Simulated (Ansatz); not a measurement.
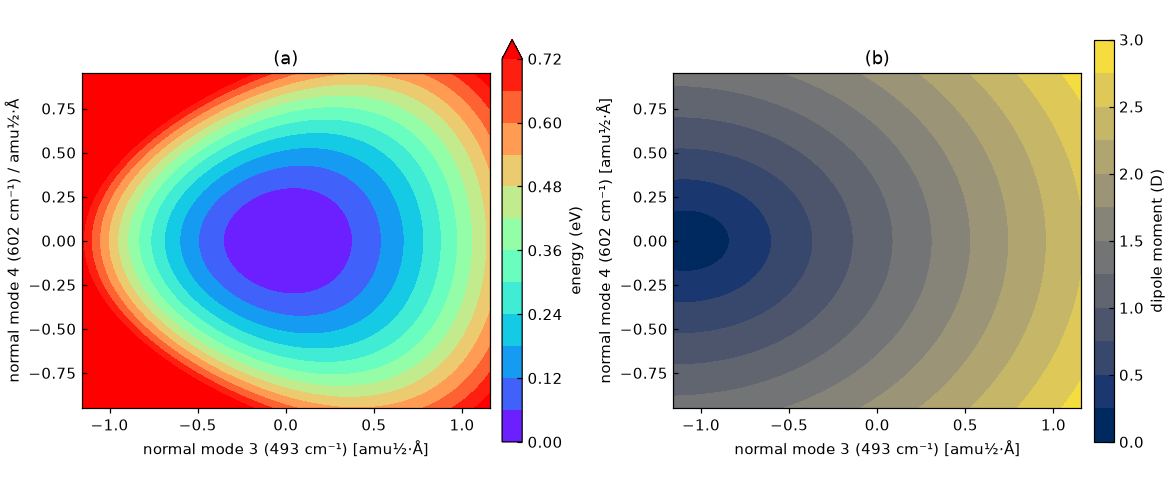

AlCl₂H, SMILES [Cl][AlH][Cl]. The first coordinate is: normal mode 3 (493 cm⁻¹); the second: normal mode 4 (602 cm⁻¹). Nothing is relaxed (straight displacements along the two mass-weighted modes). The grid has 15 × 15 points; 120 points were computed and 105 follow by symmetry. Points are written as (first, second). Energies: eV, counted from the lowest grid point. Method: Ansatz, RHF/def2-TZVP.

Panel (a) is the energy; panel (b) is the computed dipole moment, in D.

In the figure: filled contours, one colour for all values above the top of the scale. Between grid points the surface is interpolated.

**How does the dipole moment vary over the map, and what is it at the lowest grid point?**

Leaving out the highest fifth of the energies, it runs from 0.09 D at (−0.992 amu½·Å, 0.000 amu½·Å) to 2.77 D at (1.158 amu½·Å, −0.814 amu½·Å). At the lowest grid point, (0.000 amu½·Å, 0.000 amu½·Å), it is 1.15 D.
